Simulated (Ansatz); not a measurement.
# Geometry relaxation, with input and output: C2H7FSSi

C2H7FSSi, SMILES C[SiH](S)CF, computed with RKS PBE0-D4/def2-TZVP (Ansatz 0.2.0).

The geometry: PBE-D4/def2-SVP start. Figures and captions count atoms from 1; the log counts them from 0 in places.

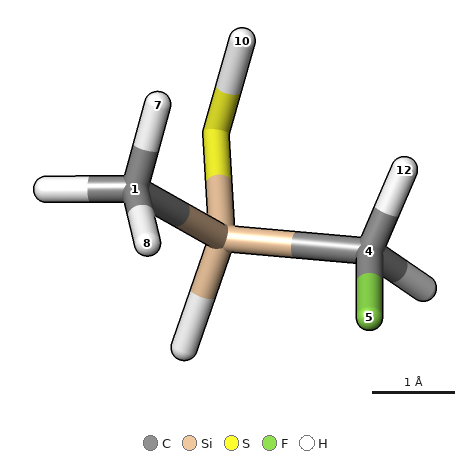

Fig. 1: The starting structure (stick view, seen at a tilt; atoms are numbered from 1 in the order of the input). Bond lengths as drawn: C–F 1.40 Å, C–H 1.11 to 1.12 Å, C–Si 1.88 to 1.91 Å, H–S 1.36 Å, H–Si 1.50 Å and S–Si 2.17 Å.

**Key numbers**

```csv
quantity,value
outcome,converged
total energy,−23609.6037 eV
mean-field energy,−23609.3736 eV
dispersion energy,−0.2300 eV
SCF solution under orbital rotations,stable
largest force (length of the vector) at the end,0.004 eV/Å
dipole moment,1.33 D
hardware,"4 CPU threads, shared host"
wall time,75 s (CPU time 4.6 min)
peak memory,0.62 GiB
```

**Input**
```yaml
crystal:
  periodic: [false, false, false]
  atoms:
    - {symbol: C, position_ang: [-1.408004, 0.512486, 0.595370]}
    - {symbol: Si, position_ang: [0.354711, 0.587716, -0.057023]}
    - {symbol: S, position_ang: [1.852011, 0.699997, 1.508921]}
    - {symbol: C, position_ang: [0.664974, -0.950361, -1.150747]}
    - {symbol: F, position_ang: [-0.338973, -1.004575, -2.125701]}
    - {symbol: H, position_ang: [-1.681964, 1.439310, 1.136415]}
    - {symbol: H, position_ang: [-1.539257, -0.346727, 1.284683]}
    - {symbol: H, position_ang: [-2.103242, 0.374030, -0.258240]}
    - {symbol: H, position_ang: [0.586315, 1.825476, -0.876193]}
    - {symbol: H, position_ang: [1.389125, -0.400346, 2.168066]}
    - {symbol: H, position_ang: [1.661753, -0.904884, -1.645105]}
    - {symbol: H, position_ang: [0.639551, -1.887222, -0.546248]}
basis:
  gaussian: {orbitals: def2-TZVP}
hamiltonian: {xc: pbe0, dispersion: d4}
relax: {f_tol: 0.005, max_steps: 150}
```

**The program's output**
```
Functional definition: PBE0
  name "PBE0"
  cite "Adamo & Barone, J. Chem. Phys. 110, 6158 (1999) doi:10.1063/1.478522"
  cite "Perdew, Burke & Ernzerhof, Phys. Rev. Lett. 77, 3865 (1996) doi:10.1103/PhysRevLett.77.3865"
  parent pbe
  parameter a = 0.25
  parameter kappa = 0.804
  parameter beta = 0.06672455060314922
  exchange = (1 - a)*pbe_x(kappa = kappa, mu = beta*pi^2/3) + a*exact_x
  correlation = pbe_c(beta = beta)
1363 factors; their error is unknown
mean field evaluation 1: about -23602.6444 eV, gradient 5.5e1 eV
mean field evaluation 2: about -23600.7692 eV, gradient 5.8e1 eV
mean field evaluation 4: about -23609.2509 eV, gradient 2.7e0 eV
mean field evaluation 8: about -23609.2654 eV, gradient 4.1e-2 eV
mean field evaluation 16: about -23609.3228 eV, gradient 2.1e-4 eV
mean field -23609.32283764 eV, -867.6266113094 hartree, gradient 3.1e-5 eV, S^2 0.000000; 0 other end points of the search recorded, 0 dependent functions left out
the calculation of the forces begins
reference -23609.32286899 eV, -867.6266124614 hartree; 29, 29 occupied and 180, 180 virtual orbitals, 1363 factors
relax step   1: F+E_penalty+E_count = -23609.55103445 eV  Δ(F+E_penalty+E_count) = +0.000e0 eV  max|allowed force component| = 6.024e-1 eV/Å  Δτ_max = 0.0000 Å  (28 SCF iters, accepted)
these checks for a lower state are left out or cut short: starts, cluster_reference, orbital_swaps, neighbouring_geometries, increment
1363 factors; their error is unknown
mean field -23609.36852164 eV, -867.6282901657 hartree, gradient 1.7e-5 eV, S^2 0.000000; 0 other end points of the search recorded, 0 dependent functions left out
the calculation of the forces begins
reference -23609.36855273 eV, -867.6282913080 hartree; 29, 29 occupied and 180, 180 virtual orbitals, 1363 factors
relax step   2: F+E_penalty+E_count = -23609.59802993 eV  Δ(F+E_penalty+E_count) = -4.700e-2 eV  max|allowed force component| = 1.658e-1 eV/Å  Δτ_max = 0.0415 Å  (30 SCF iters, accepted)
these checks for a lower state are left out or cut short: starts, cluster_reference, orbital_swaps, neighbouring_geometries, increment
1363 factors; their error is unknown
mean field evaluation 32: about -23609.3727 eV, gradient 1.6e-5 eV
mean field -23609.37265899 eV, -867.6284422102 hartree, gradient 1.6e-5 eV, S^2 0.000000; 0 other end points of the search recorded, 0 dependent functions left out
the calculation of the forces begins
reference -23609.37268993 eV, -867.6284433475 hartree; 29, 29 occupied and 180, 180 virtual orbitals, 1363 factors
relax step   3: F+E_penalty+E_count = -23609.60267268 eV  Δ(F+E_penalty+E_count) = -4.643e-3 eV  max|allowed force component| = 5.490e-2 eV/Å  Δτ_max = 0.0206 Å  (30 SCF iters, accepted)
these checks for a lower state are left out or cut short: starts, cluster_reference, orbital_swaps, neighbouring_geometries, increment
1363 factors; their error is unknown
mean field -23609.37308188 eV, -867.6284577511 hartree, gradient 1.7e-5 eV, S^2 0.000000; 0 other end points of the search recorded, 0 dependent functions left out
the calculation of the forces begins
reference -23609.37311282 eV, -867.6284588883 hartree; 29, 29 occupied and 180, 180 virtual orbitals, 1363 factors
relax step   4: F+E_penalty+E_count = -23609.60310307 eV  Δ(F+E_penalty+E_count) = -4.304e-4 eV  max|allowed force component| = 4.567e-2 eV/Å  Δτ_max = 0.0203 Å  (31 SCF iters, accepted)
these checks for a lower state are left out or cut short: starts, cluster_reference, orbital_swaps, neighbouring_geometries, increment
1363 factors; their error is unknown
mean field -23609.37309420 eV, -867.6284582039 hartree, gradient 1.7e-5 eV, S^2 0.000000; 0 other end points of the search recorded, 0 dependent functions left out
the calculation of the forces begins
reference -23609.37312513 eV, -867.6284593408 hartree; 29, 29 occupied and 180, 180 virtual orbitals, 1363 factors
relax step   5: F+E_penalty+E_count = -23609.60294688 eV  Δ(F+E_penalty+E_count) = +1.562e-4 eV  max|allowed force component| = 1.098e-1 eV/Å  Δτ_max = 0.0260 Å  (31 SCF iters, rejected (line search))
these checks for a lower state are left out or cut short: starts, cluster_reference, orbital_swaps, neighbouring_geometries, increment
1363 factors; their error is unknown
mean field -23609.37355404 eV, -867.6284751027 hartree, gradient 1.6e-5 eV, S^2 0.000000; 0 other end points of the search recorded, 0 dependent functions left out
the calculation of the forces begins
reference -23609.37358498 eV, -867.6284762399 hartree; 29, 29 occupied and 180, 180 virtual orbitals, 1363 factors
relax step   6: F+E_penalty+E_count = -23609.60353871 eV  Δ(F+E_penalty+E_count) = -4.356e-4 eV  max|allowed force component| = 6.748e-3 eV/Å  Δτ_max = 0.0125 Å  (31 SCF iters, accepted)
these checks for a lower state are left out or cut short: starts, cluster_reference, orbital_swaps, neighbouring_geometries, increment
1363 factors; their error is unknown
mean field -23609.37356768 eV, -867.6284756040 hartree, gradient 1.6e-5 eV, S^2 0.000000; 0 other end points of the search recorded, 0 dependent functions left out
the calculation of the forces begins
reference -23609.37359861 eV, -867.6284767408 hartree; 29, 29 occupied and 180, 180 virtual orbitals, 1363 factors
relax step   7: F+E_penalty+E_count = -23609.60358539 eV  Δ(F+E_penalty+E_count) = -4.668e-5 eV  max|allowed force component| = 1.119e-2 eV/Å  Δτ_max = 0.0070 Å  (31 SCF iters, accepted)
these checks for a lower state are left out or cut short: starts, cluster_reference, orbital_swaps, neighbouring_geometries, increment
1363 factors; their error is unknown
mean field evaluation 64: about -23609.3736 eV, gradient 1.1e-4 eV
mean field -23609.37358507 eV, -867.6284762433 hartree, gradient 1.6e-5 eV, S^2 0.000000; 0 other end points of the search recorded, 0 dependent functions left out
the calculation of the forces begins
reference -23609.37361600 eV, -867.6284773797 hartree; 29, 29 occupied and 180, 180 virtual orbitals, 1363 factors
relax step   8: F+E_penalty+E_count = -23609.60361530 eV  Δ(F+E_penalty+E_count) = -2.991e-5 eV  max|allowed force component| = 6.208e-3 eV/Å  Δτ_max = 0.0076 Å  (31 SCF iters, accepted)
these checks for a lower state are left out or cut short: starts, cluster_reference, orbital_swaps, neighbouring_geometries, increment
1363 factors; their error is unknown
mean field -23609.36186815 eV, -867.6280456544 hartree, gradient 1.7e-5 eV, S^2 0.000000; 0 other end points of the search recorded, 0 dependent functions left out
the calculation of the forces begins
reference -23609.36189901 eV, -867.6280467884 hartree; 29, 29 occupied and 180, 180 virtual orbitals, 1363 factors
relax step   9: F+E_penalty+E_count = -23609.59151634 eV  Δ(F+E_penalty+E_count) = +1.210e-2 eV  max|allowed force component| = 7.089e-1 eV/Å  Δτ_max = 0.0186 Å  (30 SCF iters, rejected (line search))
these checks for a lower state are left out or cut short: starts, cluster_reference, orbital_swaps, neighbouring_geometries, increment
1363 factors; their error is unknown
mean field -23609.37358575 eV, -867.6284762682 hartree, gradient 1.6e-5 eV, S^2 0.000000; 0 other end points of the search recorded, 0 dependent functions left out
the calculation of the forces begins
reference -23609.37361667 eV, -867.6284774045 hartree; 29, 29 occupied and 180, 180 virtual orbitals, 1363 factors
relax step  10: F+E_penalty+E_count = -23609.60362299 eV  Δ(F+E_penalty+E_count) = -7.691e-6 eV  max|allowed force component| = 3.522e-3 eV/Å  Δτ_max = 0.0037 Å  (31 SCF iters, accepted)
1363 factors; their error is unknown
mean field evaluation 96: about -23609.3736 eV, gradient 8.5e-4 eV
```

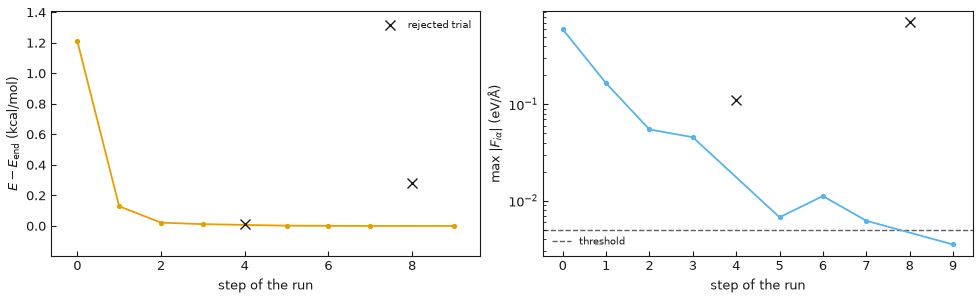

Fig. 2: Progress of the relaxation, step by step (the first geometry is step 0 here and step 1 in the log).

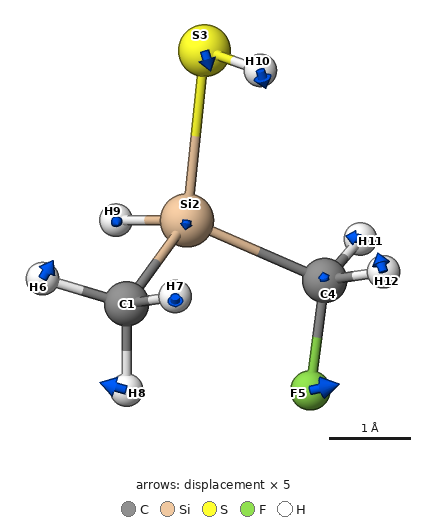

Fig. 3: The starting structure with the displacements as blue arrows, magnified 5 times (ball-and-stick view, seen at a tilt). The two geometries are laid on each other by the best rigid fit. The energy falls by 1.21 kcal/mol in 9 geometry steps. Largest force component: 0.6 eV/Å at the start, 0.0035 eV/Å at the end. The line search rejected the trial steps at points 4, 8 (counted from 0) and went back. The largest move after the best rigid fit is that of F5, 0.079 Å. Largest moves by element: F 0.079 Å, H 0.071 Å, S 0.055 Å, Si 0.026 Å, C 0.023 Å. Among the contacts that change: Si2–S3 2.169 → 2.143 Å, C1–Si2 1.881 → 1.861 Å, S3–H10 1.364 → 1.344 Å, C4–H12 1.115 → 1.096 Å. (Atoms are counted from 1 in the order of the input.)

```
mean field -23609.37358575 eV, -867.6284762682 hartree, gradient 4.5e-5 eV, S^2 0.000000; 1 other end points of the search recorded, 0 dependent functions left out
the calculation of the forces begins
reference -23609.37361667 eV, -867.6284774045 hartree; 29, 29 occupied and 180, 180 virtual orbitals, 1363 factors
Total energy: -23609.60365391 eV, -867.6369311170 hartree
Atom 0 at    -1.406874     0.521575     0.594125 Å, force    -0.000080    -0.000605     0.000688 eV/Å
Atom 1 at     0.331231     0.584216    -0.066961 Å, force     0.000718     0.000907    -0.000623 eV/Å
Atom 2 at     1.817486     0.673771     1.474671 Å, force     0.000381     0.000473     0.000199 eV/Å
Atom 3 at     0.676626    -0.943461    -1.132001 Å, force     0.000876    -0.002271    -0.003328 eV/Å
Atom 4 at    -0.307878    -1.075794    -2.110906 Å, force    -0.003167     0.000376    -0.000864 eV/Å
Atom 5 at    -1.638421     1.421907     1.166114 Å, force     0.000025     0.000270    -0.000401 eV/Å
Atom 6 at    -1.546327    -0.344418     1.245872 Å, force    -0.000722    -0.000687    -0.000260 eV/Å
Atom 7 at    -2.115512     0.440026    -0.234206 Å, force     0.000296     0.000138    -0.000289 eV/Å
Atom 8 at     0.570103     1.811663    -0.868173 Å, force     0.000381     0.000172     0.000258 eV/Å
Atom 9 at     1.368449    -0.415959     2.121149 Å, force     0.000379    -0.000312     0.000101 eV/Å
Atom 10 at     1.649405    -0.871199    -1.628488 Å, force    -0.000394     0.000696     0.003522 eV/Å
Atom 11 at     0.678713    -1.857428    -0.526998 Å, force     0.001307     0.000840     0.000998 eV/Å
Dipole moment:    -0.094643    -0.135046     0.223351 e Å
```

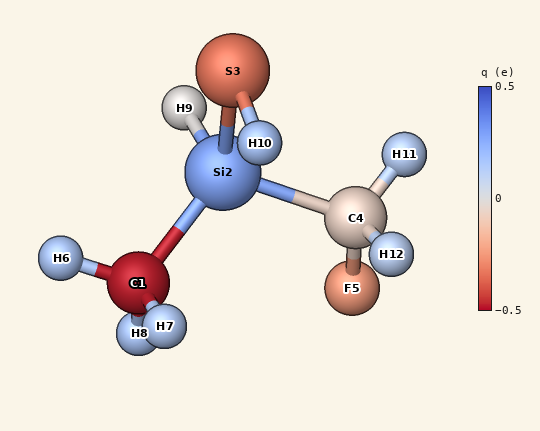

Fig. 4: Mulliken charges, as the colour of each atom (ball-and-stick view, seen at a tilt; atoms are numbered from 1 in the order of the input). By element: C −0.47 to −0.06, Si +0.27, S −0.32, F −0.24 and H −0.01 to +0.16 e.
